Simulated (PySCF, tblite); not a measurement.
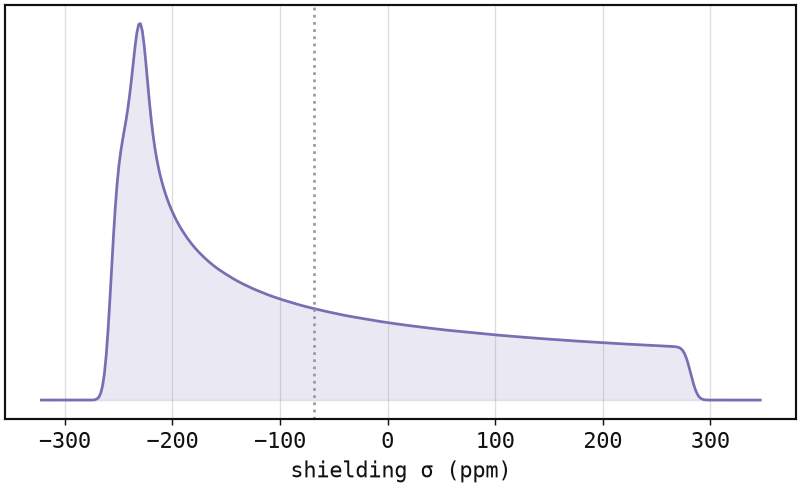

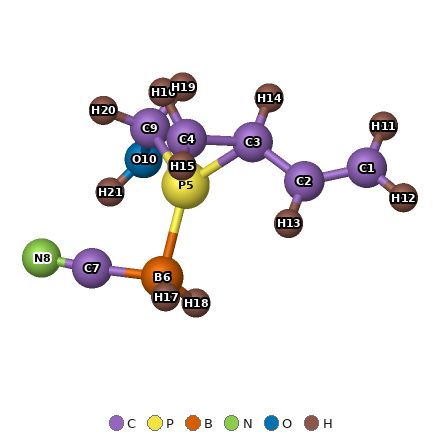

Static powder pattern (¹⁵N) from GIAO shielding tensors of C₆H₁₁BNOP, SMILES C=C[C@@H]1C[P@@+]1([BH2-]C#N)CO, PBE0/pcSseg-1 in PySCF, at a GFN2-xTB geometry (a minimum by its frequencies); absolute shielding, one fixed geometry of the isolated molecule without any motion, no dipolar terms. The dotted line is the isotropic value; skew is 3(σiso − σ22)/span.

Question: The pattern belongs to N8. Give the principal values, span and skew.

Answer: N8: σ11, σ22, σ33 = −257, −230, 282 ppm, isotropic −68, span 539 ppm, skew 0.90.

Known limits of this run: the tight-binding geometry is rougher than a DFT one and adds to the error; one conformer of a flexible molecule.
